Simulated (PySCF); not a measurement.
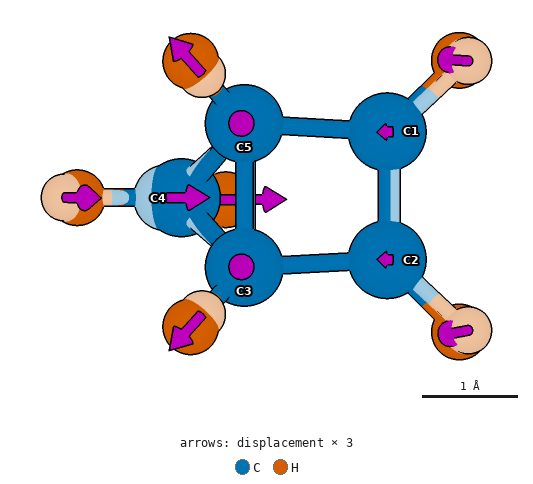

This is a relaxation of C₅H₆. The starting structure is drawn faded, the final one solid; purple arrows show the displacements, magnified 3 times. The two geometries are superimposed by the best rigid fit.

The picture is a ball-and-stick view, seen at a tilt.

The start comes from MMFF94s.

The calculation used PySCF, PBE0-D3(BJ)/def2-SVP geometry optimisation, gas phase. 

What did the optimiser do to the structure, and how much energy did it gain?

The largest move after the best rigid fit is that of an H atom, 0.34 Å. Largest moves by element: H 0.34 Å, C 0.20 Å. Some distances before and after: C–C 1.529 → 1.514 Å, C–H 1.084 → 1.096 Å, C–C 1.500 → 1.510 Å, C–C 1.350 → 1.345 Å. Among the angles between lasting bonds that change: C–C–C 124.6° → 109.5°, C–C–H 116.1° → 127.4°, C–C–H 118.0° → 126.0°. After 8 geometry steps the energy has fallen by 0.570 eV. The largest force component goes from 2 to 0.0087 eV/Å. The run took of the order of 29 core-seconds on a shared host.
